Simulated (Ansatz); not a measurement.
**Fields on a plane of As (space group Cmce)**

```yaml
crystal:
  lattice:
    - [1.82790, -5.56367, 0.00000]
    - [1.82790, 5.56367, 0.00000]
    - [0.00000, 0.00000, 4.62748]
  atoms:
    - { symbol: As, position: [0.10728, 0.89272, 0.06980] }
    - { symbol: As, position: [0.89272, 0.10728, 0.93020] }
    - { symbol: As, position: [0.39272, 0.60728, 0.56980] }
    - { symbol: As, position: [0.60728, 0.39272, 0.43020] }
```

The slice is a (011) plane (indices of the conventional cell) through the point (0.893, 0.107, 0.930) (fractional), spanned by u = [110] and v = [1 -1 1] in vectors of this cell: u (3.66 Å) and v (12.05 Å, at 90° to u). It covers one period; positions are fractions (u, v).

Atoms on it: As at (0.00, 0.00). Other atoms lie within 1 Å of the plane.

Method: r2SCAN+rVV10 (plane waves to 500 eV, PAW, scalar-relativistic; Ansatz, an electronic-structure program). k mesh 10×10×7. Near the nuclei the fields are pseudised (PAW); where an atom keeps semicore shells as valence, they peak there. As was relaxed with its symmetry unable to fall.

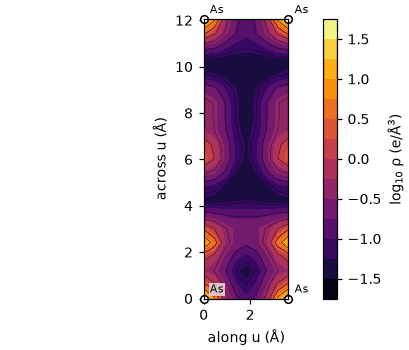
Log₁₀ of the valence density in e/Å³, one period of the plane, atoms marked. The scale is logarithmic, as a density can span decades between atoms and voids.

| v \ u | 0.00 | 0.12 | 0.25 | 0.38 | 0.50 | 0.62 | 0.75 | 0.88 |
|---|---|---|---|---|---|---|---|---|
| 0.90 | 0.62 | 0.55 | 0.29 | 0.12 | 0.09 | 0.12 | 0.29 | 0.55 |
| 0.75 | 0.81 | 0.73 | 0.28 | 0.07 | 0.07 | 0.07 | 0.28 | 0.73 |
| 0.60 | 0.75 | 0.67 | 0.38 | 0.09 | 0.04 | 0.09 | 0.38 | 0.67 |
| 0.45 | 0.85 | 0.83 | 0.61 | 0.10 | 0.03 | 0.10 | 0.61 | 0.83 |
| 0.30 | 0.48 | 0.45 | 0.34 | 0.33 | 0.34 | 0.33 | 0.34 | 0.45 |
| 0.15 | 0.54 | 0.55 | 0.49 | 0.26 | 0.14 | 0.26 | 0.49 | 0.55 |
| 0.00 | x | x | 0.62 | 0.43 | 0.18 | 0.43 | 0.62 | x |

Values: electron localisation function (ELF). Points within 0.5 Å of a nucleus are blanked (x), as the pseudised field means little there.
